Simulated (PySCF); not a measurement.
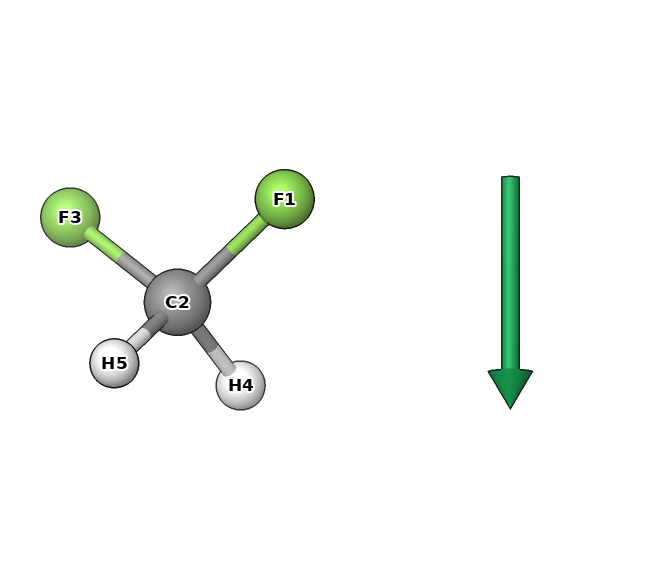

The arrow beside the molecule shows the direction of the dipole moment, from the negative to the positive end (its length means nothing). Computed geometry: GFN2-xTB optimisation. No frequency run is at hand to confirm it as a minimum. Method: PBE0/pcSseg-1, gas phase (PySCF 2.14.0).

Estimate the dipole moment.

Answer. 1.95 D; it points from the side of F1, F3 to the side of H4, H5 (the outermost atoms at the two ends).
